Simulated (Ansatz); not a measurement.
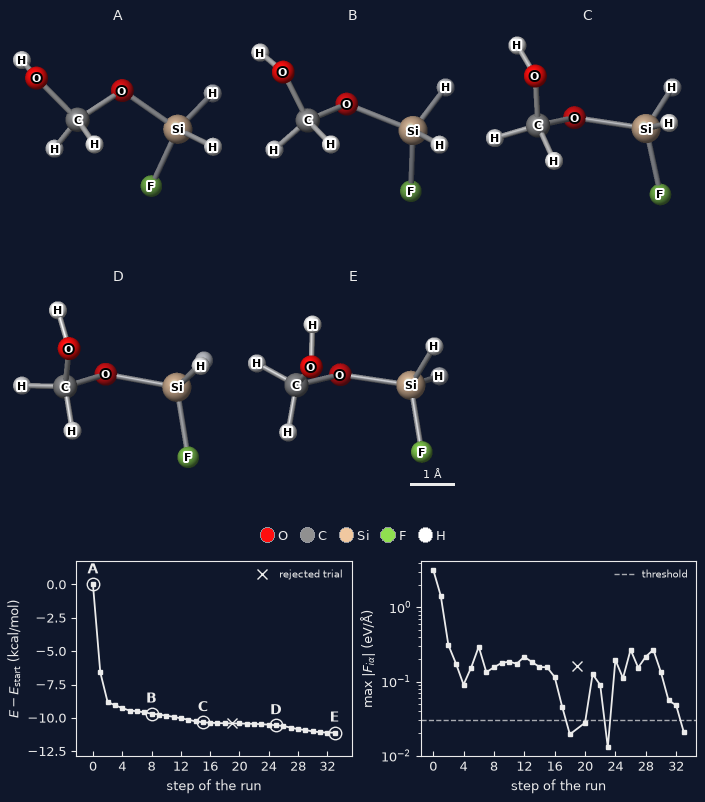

Frames of a relaxation of CH5FO2Si (coarse preliminary run), marked on the history of the run. Style: ball-and-stick. Shown at a tilt.

The start comes from a force field.

These are results of Ansatz 0.2.0, RKS PBE-D4/def2-SVP, not measurements.

Input
```yaml
crystal:
  periodic: [false, false, false]
  atoms:
    - {symbol: O, position_ang: [1.193600, -1.644500, 1.218800]}
    - {symbol: C, position_ang: [0.589900, -0.866400, 0.128000]}
    - {symbol: O, position_ang: [-0.164400, 0.222300, 0.647600]}
    - {symbol: Si, position_ang: [-0.643300, 1.346700, -0.422300]}
    - {symbol: F, position_ang: [-1.403100, 0.522600, -1.638900]}
    - {symbol: H, position_ang: [0.380200, -1.955100, 1.675300]}
    - {symbol: H, position_ang: [1.457100, -0.522500, -0.489800]}
    - {symbol: H, position_ang: [-0.011900, -1.516300, -0.460400]}
    - {symbol: H, position_ang: [-1.720400, 2.219600, 0.280400]}
    - {symbol: H, position_ang: [0.405400, 2.142400, -0.935800]}
basis:
  gaussian: {orbitals: def2-SVP}
hamiltonian: {xc: pbe, dispersion: d4}
relax: {f_tol: 0.03, max_steps: 200}
```

Launched with:
```bash
ansatz run in.yaml --threads 4 --pin off --events-out ev --progress --plain --max-ram 10444MiB
```

Q: What happens along the run?

A: The largest moves after the best rigid fit, 1.69 Å, are those of H6 and H7. Largest moves by element: H 1.69 Å, F 1.57 Å, O 1.16 Å, C 0.58 Å, Si 0.13 Å. Among the contacts that change: Si4–H10 1.413 → 1.498 Å, O1–C2 1.470 → 1.398 Å, Si4–H9 1.554 → 1.494 Å, C2–H8 1.063 → 1.115 Å. Bond angles that change, for instance: C2–O1–H6 99.9° → 107.8°, C2–O3–Si4 116.5° → 123.3°, O3–C2–H8 111.7° → 105.9°. Groups turn about C2–O3 by about 125°. After 32 accepted moves (33 points after the start) the energy has fallen by 11.1 kcal/mol. The largest force component goes from 3.2 to 0.021 eV/Å. The line search rejected the trial step at point 19 of the run. The forces were under the threshold at step 18, but the run went on from there. From step 0 to 8: F5 moves most (0.60 Å), energy −9.68 kcal/mol. From step 8 to 15: H6 moves most (0.58 Å), energy −0.65 kcal/mol. From step 15 to 25: F and H atoms move most (0.52 Å), energy −0.23 kcal/mol. From step 25 to 33: F and H atoms move most (0.65 Å), energy −0.55 kcal/mol.

```tsv
step	E − E(0), kcal/mol	largest force component, eV/Å	note
0	0.00	3.2157	
1	-6.59	1.4276	
2	-8.81	0.3105	
3	-9.05	0.1749	
4	-9.26	0.0908	
5	-9.45	0.1542	
6	-9.50	0.2950	
7	-9.59	0.1337	
8	-9.68	0.1553	
9	-9.75	0.1781	
10	-9.83	0.1851	
11	-9.92	0.1741	
12	-10.04	0.2152	
14	-10.26	0.1573	
15	-10.33	0.1557	
16	-10.37	0.1154	
17	-10.39	0.0454	
18	-10.40	0.0195	
20	-10.42	0.0279	
21	-10.43	0.1259	
22	-10.45	0.0899	
23	-10.48	0.0130	
25	-10.56	0.1111	
26	-10.61	0.2682	
27	-10.73	0.1541	
28	-10.85	0.2162	
29	-10.91	0.2682	
31	-11.08	0.0558	
32	-11.10	0.0480	
33	-11.11	0.0210
```
